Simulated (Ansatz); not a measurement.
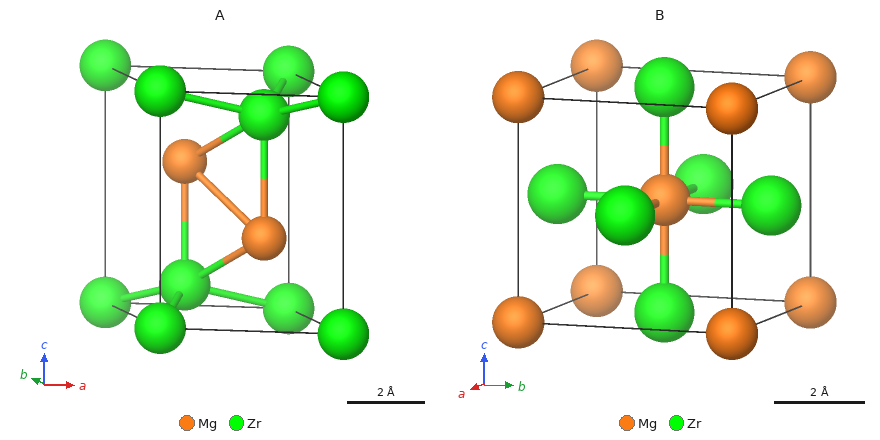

Two structures of Mg2Zr3, each relaxed to rest (conventional cells in solid outline, small ones repeated, not to one scale). Method: DFT PBE, scalar-relativistic, plane waves, PAW (Ansatz 0.2.0), without spin polarisation.

**What structure does each panel show?**

A: 5 atoms a cell on a primitive hexagonal lattice, P-3m1. B: 5 atoms a cell on a primitive cubic lattice, Pm-3m.

**Compare their energies: which is lower?**

A is lower, by 576 meV/atom at this level of theory (energies at zero smearing). Volumes: A 26.3, B 26.7 Å³/atom.

One or both may be structure types tried for this composition rather than known phases.
